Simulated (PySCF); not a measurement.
# C8H11BNP: what the fields show

```csv
atom,x (Å),y (Å),z (Å)
C,-0.2797,-2.8689,-0.5777
C,-0.3293,-1.6793,-0.4040
P,-0.4774,0.0732,-0.3362
B,-1.2024,0.9828,-1.8742
C,-1.0969,2.4281,-1.3197
N,-0.9945,3.4801,-0.8670
C,-1.3890,0.3774,1.1929
C,-2.0131,-0.5477,1.9039
C,1.2022,0.6294,0.0965
C,2.0811,-0.2058,0.9804
C,2.3869,-0.0923,-0.4774
H,-0.2205,-3.9125,-0.6949
H,-0.4694,0.7858,-2.7907
H,-2.3263,0.6237,-2.0264
H,-1.4316,1.4285,1.4567
H,-2.5760,-0.2993,2.7893
H,-1.9842,-1.5899,1.6266
H,1.2570,1.7104,0.1784
H,2.7219,0.3024,1.6851
H,1.6902,-1.1453,1.3446
H,3.2386,0.4949,-0.7863
H,2.2019,-0.9561,-1.1007
```

Geometry: GFN2-xTB.

All numbers below come from PBE0/pcSseg-1, SCF density, gas phase, non-relativistic (PySCF).

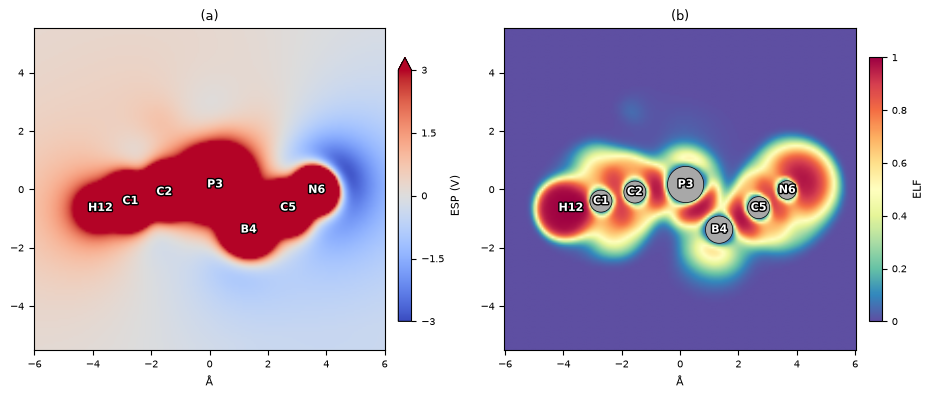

Figure 1. (a) molecular electrostatic potential; (b) ELF on the plane of atoms C2, P3 and B4. Grey discs cover the atomic cores in the ELF map.

**Describe what can be read from this map.**

The plane passes through C, P, B, N and H nuclei. C–N (1.15 Å): the ELF peaks at about 0.90 between the atoms (a multiple bond). C–C (1.20 Å): the ELF peaks at about 0.85 between the atoms (a short, multiple covalent bond). C–B (1.55 Å): the ELF peaks at about 0.95 between the atoms: a covalent bond. C–P (1.76 Å): the ELF peaks at about 0.95 between the atoms, as expected for a shared electron pair. B–P (1.93 Å): the ELF peaks at about 0.95 between the atoms: localised, covalent bonding. The ELF also peaks beside N6, away from the bonds: lone-pair regions. Outside the dense part of the molecule the potential is most negative (−2.8 V) near N6.

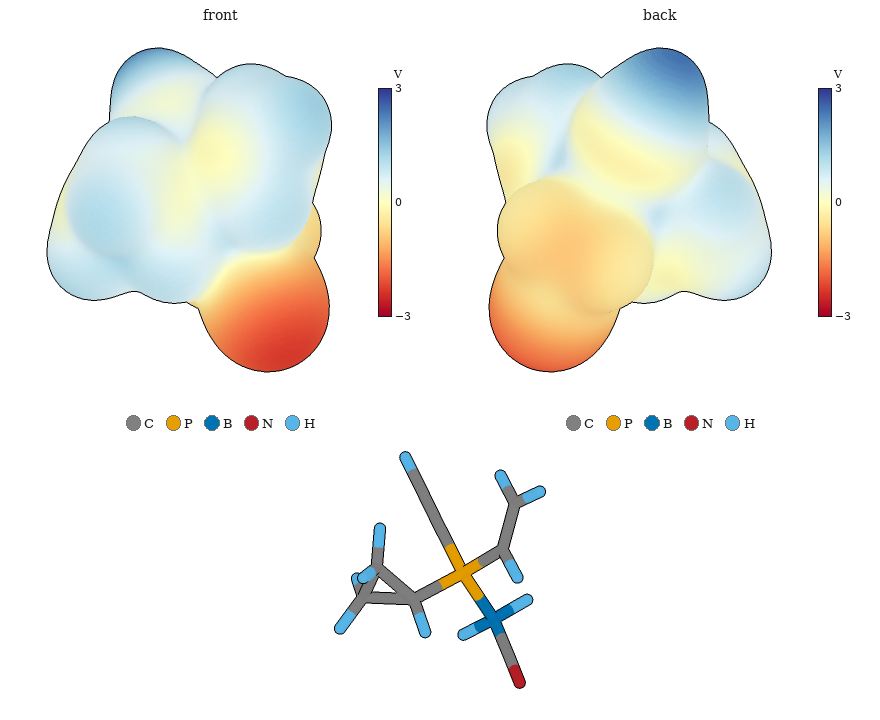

Figure 2. The molecular electrostatic potential painted on the density surface at 0.002 e/bohr³, seen from the front and from behind; red is negative and blue positive. The bare structure is drawn below in the same view.

**Which sites attract a positive test charge, and which a negative one?**

A positive charge is drawn to the negative regions and a negative charge to the positive ones. The most negative region (about −2.3 V) lies over N6, the most positive (about +2.3 V) over H12. N6 is the likeliest acceptor of a hydrogen bond.

**How polar is the molecule by this calculation?**

Its dipole moment is 7.68 D.
